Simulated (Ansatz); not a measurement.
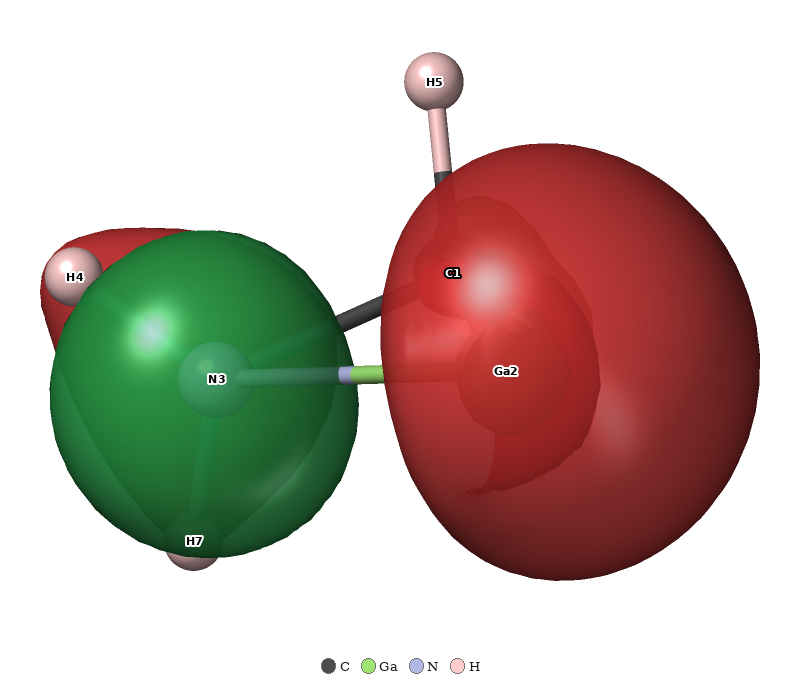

Figure. CH4GaN. The HOMO−1 at ±0.15 Å⁻³ᐟ² (green and red are the two phases), seen at an oblique angle.

Geometry: B3LYP/6-31G*.

The calculation used isolated molecule in a Gaussian basis; Kohn-Sham density functional theory, functional PBE0 (Ansatz).

```
atom    x (Å)    y (Å)    z (Å)
   C   0.5006  -0.6332   0.2387
  Ga   1.4059   0.9747  -0.7526
   N  -0.6601   0.3064   0.1563
   H  -1.5144  -0.0880  -0.2285
   H   0.3200  -1.4928  -0.4141
   H   0.6956  -0.9882   1.2550
   H  -0.8814   0.7388   1.0482
```

Question: Where does this orbital lie, and at what energy?

Answer: It lies mainly on Ga2 (about 45 %), N3 (about 40 %) and C1 (about 5 %). Its energy is −7.17 eV.
